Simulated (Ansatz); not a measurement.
**BH3S (SMILES BS) at CCSDTQ/STO-3G**

Aim: the vertical ionisation energy of BH3S at CCSDTQ/STO-3G, from 2 runs. 

The results are computed with Ansatz 0.2.0.

54 further runs of the same task are left out: 2 that didn't finish, 52 set aside as unsound or not needed.

## Step 1: The structure to begin with

BH3S: 5 atoms, total charge 0, spin state singlet. SMILES: `BS`. Geometry: relaxed at PBE0-D4/def2-TZVP.

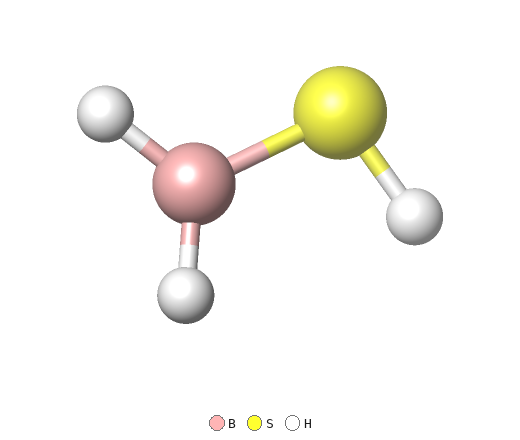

Viewed from a chosen angle; boron pink, sulfur yellow, hydrogen white.

## Step 2: The energy at CCSDTQ/STO-3G

input.yaml reads:

```yaml
crystal:
  periodic: [false, false, false]
  atoms:
    - {symbol: B, position_ang: [-0.392100, -0.421000, 0.088100]}
    - {symbol: S, position_ang: [0.161700, 1.236900, -0.154300]}
    - {symbol: H, position_ang: [-1.562900, -0.556400, 0.264200]}
    - {symbol: H, position_ang: [0.367100, -1.337600, 0.074200]}
    - {symbol: H, position_ang: [1.476100, 1.004400, -0.313600]}
basis:
  gaussian:
    orbitals: STO-3G
correlation:
  method: ccsdtq
  frozen_orbitals: {B: 1, H: 0, S: 5}
accuracy: high
scf:
  omitted_lower_state_checks: [cluster_reference, increment]
```

The run is started by

```sh
$ ansatz run input.yaml --threads 1 --pin off --max-ram 2610MiB --events-out events.jsonl --progress --plain --runs-dir runs
```

The program printed (excerpt; [...] marks lines left out):

```text
Warning: RAYON_NUM_THREADS=1 ignored (pool sized by the plan → 1); use --threads N
Functional definition: HF
  name "HF"
[...]
287 factors; integrals over basis functions are off by at most 2.4e-8 eV
[...]
mean field -11409.73550128 eV, -419.3000458757 hartree, gradient 4.7e-8 eV, S^2 0.000000; 0 other end points of the search recorded, 0 dependent functions left out
6 core orbitals not correlated: weight in the atoms' cores, before any rotation towards them, 1.000 or more for the frozen orbitals, at most 0.000 for the correlated occupied ones
reference -11409.73550128 eV, -419.3000458757 hartree; 6, 6 occupied and 5, 5 virtual orbitals, 287 factors
second order -1.84666603 eV of doubles, -0.00000000 eV of singles
cycle   1  -2.23570319 eV  change   -3.9e-1 eV  update   8.1e-2
[...]
cycle  20  -2.59656640 eV  change   1.6e-10 eV  update  9.0e-10
Total energy: -11412.33206768 eV, -419.3954679308 hartree
Checks for a lower state left out: cluster_reference, increment
```

Wall time 1.9 s (1 thread of Arm Neoverse V1, shared host).

## Step 3: The doublet cation at the same level

run.yaml reads:

```yaml
crystal:
  periodic: [false, false, false]
  atoms:
    - symbol: B
      position_ang: [-0.392100, -0.421000, 0.088100]
    - symbol: S
      position_ang: [0.161700, 1.236900, -0.154300]
    - symbol: H
      position_ang: [-1.562900, -0.556400, 0.264200]
    - symbol: H
      position_ang: [0.367100, -1.337600, 0.074200]
    - symbol: H
      position_ang: [1.476100, 1.004400, -0.313600]
basis:
  gaussian:
    orbitals: STO-3G
total_charge: 1
magnetization:
  spin_polarized: true
  initial_magnetization: 1
correlation:
  method: ccsdtq
  frozen_orbitals: {B: 1, H: 0, S: 5}
accuracy: high
scf:
  omitted_lower_state_checks: [cluster_reference, increment]
```

The run is started by

```sh
$ ansatz run run.yaml --threads 1 --pin off --max-ram 2610MiB --events-out events.jsonl --progress --plain --runs-dir runs
```

The program printed (excerpt; [...] marks lines left out):

```text
Warning: RAYON_NUM_THREADS=1 ignored (pool sized by the plan → 1); use --threads N
[... 2 set-up lines as earlier in the session ...]
[...]
287 factors; integrals over basis functions are off by at most 2.4e-8 eV
[...]
mean field -11402.31348178 eV, -419.0272916898 hartree, gradient 3.8e-8 eV, S^2 0.754940; 0 other end points of the search recorded, 0 dependent functions left out
6 core orbitals not correlated: weight in the atoms' cores, before any rotation towards them, 1.000 or more for the frozen orbitals, at most 0.000 for the correlated occupied ones
reference -11402.31348178 eV, -419.0272916898 hartree; 6, 5 occupied and 5, 6 virtual orbitals, 287 factors
second order -1.45170885 eV of doubles, -0.00000000 eV of singles
cycle   1  -1.85756616 eV  change   -4.1e-1 eV  update   5.3e-2
[...]
cycle  26  -2.10498009 eV  change   6.0e-10 eV  update  7.6e-10
Total energy: -11404.41846187 eV, -419.1046482812 hartree
Checks for a lower state left out: cluster_reference, increment
```

Wall time 17 s (1 thread of Arm Neoverse V1, shared host); peak memory 0.18 GiB.

## Step 4: Outcome

Level: CCSDTQ/STO-3G, 6 core orbitals frozen.

```
                                                   quantity          value
                                 singlet BH3S: total energy  -419.39547 Eh
  singlet BH3S: correlation energy (6 core orbitals frozen)      -95.4 mEh
                                singlet BH3S: T1 diagnostic          0.022
                               doublet cation: total energy  -419.10465 Eh
doublet cation: correlation energy (6 core orbitals frozen)      -77.4 mEh
          doublet cation: ⟨S²⟩ of the reference determinant          0.755
                              doublet cation: T1 diagnostic          0.008
         vertical ionisation energy (to the doublet cation)       7.914 eV
```

The vertical ionisation energy comes to 7.91 eV (764 kJ/mol). In a minimal basis such a difference can be off by several eV, whatever the method.
